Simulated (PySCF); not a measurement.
Molecule: SMILES [CH3][Mg][OH] (CH4MgO). Atoms near the plane z = 1.2 Å, at the B3LYP/def2-SVP optimised geometry (x, y, z in Å): Mg1 (0.1, 0.0, 0.0), C2 (2.2, 0.0, 0.0), H4 (2.6, 0.1, 1.0), O6 (-1.7, 0.0, 0.0), H7 (-2.6, 0.0, 0.0).

Level of theory: B3LYP/def2-TZVP (PySCF). The values are rescaled to run from 0 to 1.

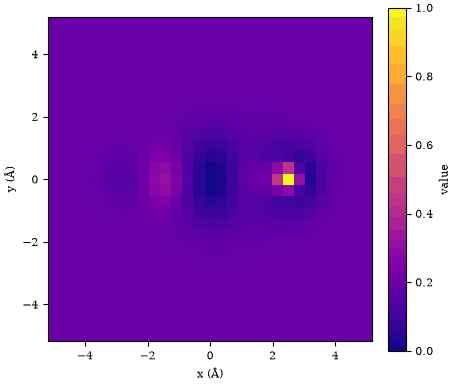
Figure: a field on the plane z = 1.2 Å.

Q: Which quantity is mapped?
(A) deformation density (molecule minus spherical neutral atoms)
(B) electrostatic potential
(C) log10 of the electron density
(D) electron localisation function

A: A, deformation density (molecule minus spherical neutral atoms). In full: deformation density (molecule minus spherical neutral atoms) (e/bohr³).
